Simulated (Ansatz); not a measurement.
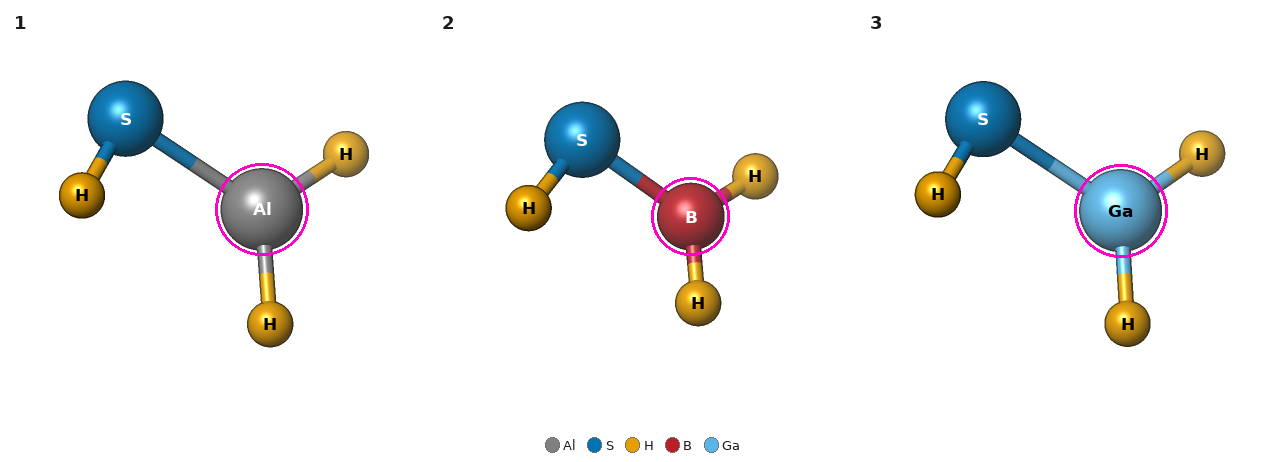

3 molecules with one skeleton, seen from the same side and at one scale; the atom that differs is circled. Each species is neutral and a spin singlet. Computed geometries: PBE0-D4/def2-TZVP optimisations, one conformation each. Properties computed with Ansatz 0.2.0.

One atom differs, called X below: Al in panel 1, B in panel 2, Ga in panel 3. Their formulas are AlH3S (`[AlH2][SH]`), BH3S (`BS`), GaH3S (`[SH][GaH2]`).

> Rank them by the length of X–S, lowest first (PBE0-D4/def2-TZVP).

2 (B), 1 (Al), 3 (Ga).

> Rank them by the vertical ionisation energy, lowest first (PBE-D4/def2-TZVPP).

3 (Ga), 1 (Al), 2 (B).

Give the values. With PBE0-D4/def2-TZVP: mean length of X–H (Å), length of X–S (Å), angle H–X–H (°). With PBE-D4/def2-TZVPP: dipole moment (D), HOMO energy (Kohn–Sham orbital) (eV), HOMO–LUMO gap (eV), vertical ionisation energy (eV).

```json
{"quantity": "mean length of X–H (Å)", "1 (Al)": "1.580", "2 (B)": "1.191", "3 (Ga)": "1.560"}
{"quantity": "length of X–S (Å)", "1 (Al)": "2.181", "2 (B)": "1.765", "3 (Ga)": "2.199"}
{"quantity": "angle H–X–H (°)", "1 (Al)": "124.6", "2 (B)": "122.7", "3 (Ga)": "126.7"}
{"quantity": "dipole moment (D)", "1 (Al)": "0.86", "2 (B)": "0.94", "3 (Ga)": "1.01"}
{"quantity": "HOMO energy (Kohn–Sham orbital) (eV)", "1 (Al)": "−6.70", "2 (B)": "−7.35", "3 (Ga)": "−6.58"}
{"quantity": "HOMO–LUMO gap (eV)", "1 (Al)": "4.54", "2 (B)": "5.07", "3 (Ga)": "4.30"}
{"quantity": "vertical ionisation energy (eV)", "1 (Al)": "10.08", "2 (B)": "11.04", "3 (Ga)": "10.03"}
```
